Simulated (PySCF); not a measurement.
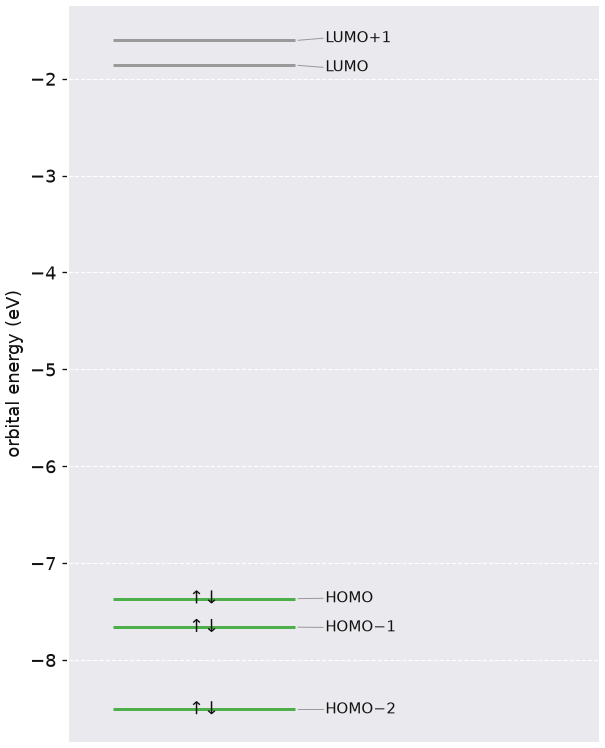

Kohn-Sham orbital energies near the frontier, PBE/def2-SVPD in PySCF, at a PBE0-D3(BJ)/def2-SVP geometry (no frequency check), isolated molecule; empty levels in grey, levels within 0.03 eV side by side.

> Which molecule has this level scheme?
A. C₃H₇OPSi, SMILES P[SiH2]C1=COC1
B. C₃H₈BGa, SMILES B[CH2][GaH][CH]=C, singlet
C. C₃H₆O₂Si, SMILES O=C/C=C/O[SiH3]
D. C₂H₄ClNSi, SMILES N#C[SiH2]CCl

Option D. HOMO −7.37 eV, LUMO −1.86 eV, separation 5.51 eV.

Caveats: one conformer of a flexible molecule.
